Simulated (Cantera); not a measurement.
A closed system holds: 1 mol SiCl4, 20 mol NH3, 9.2 mol H2, at 5.40 Pa.

Cantera equilibrium calculation (NASA polynomials, part measured and part estimated; ideal gas, pure solids and liquids). Candidate condensed phases: NH4Cl, Si, Si3N4; 28 gas species. The tables' values for SiCl, SiCl3, SiN are old estimates; treat these amounts as uncertain. Equilibrium is a limit: real reactors are often held back by kinetics, nucleation or transport.

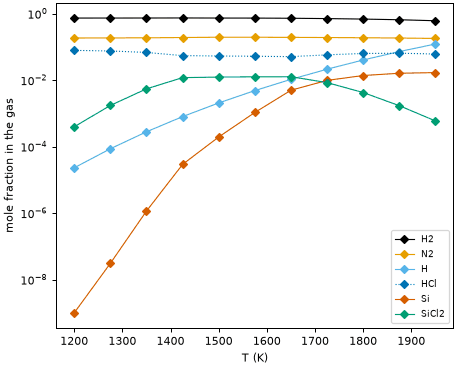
*Equilibrium gas composition (values under 1e-9 drawn at 1e-9)*

From 1200 K to 1425 K the condensed part is Si3N4(s). From 1500 K to 1650 K the condensed part is Si(s). From 1725 K to 1950 K nothing is condensed. The main Si-bearing gas is SiCl2 at 1200 K and Si at 1950 K.
